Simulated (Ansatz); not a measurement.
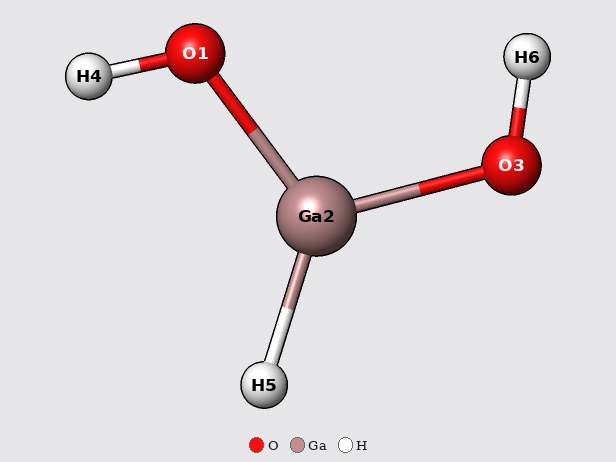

Harmonic vibrations computed with RKS PBE0-D4/def2-TZVP (Ansatz 0.2.0) at a stationary point of the same level.

Q: How many imaginary frequencies does it have?

A: A minimum: no imaginary frequency, and the lowest mode lies at 190 cm⁻¹.

Q: How many vibrational modes are there, and where do they lie?

A: 12 modes: 190, 349, 387, 504, 573, 691, 718, 823, 860, 2053, 3892, 3912 cm⁻¹.
